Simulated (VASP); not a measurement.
Band structure of HgSe (zinc blende). Level of theory: PBE GGA with spin-orbit coupling, VASP's PBE PAW potentials (set 64) (plane waves; VASP 6.6.1).

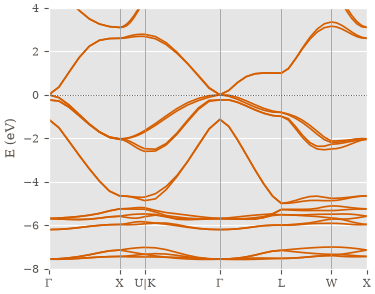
Fig. 1. Bands along high-symmetry lines, zero at the valence-band maximum or, without a gap, the Fermi level

Read the plot: is there a gap, and where are the band edges?

It has no gap at this level: it comes out as a metal or semimetal.

The compound is HgSe in the zinc blende structure. It was relaxed first, which changed the volume by +10 %.
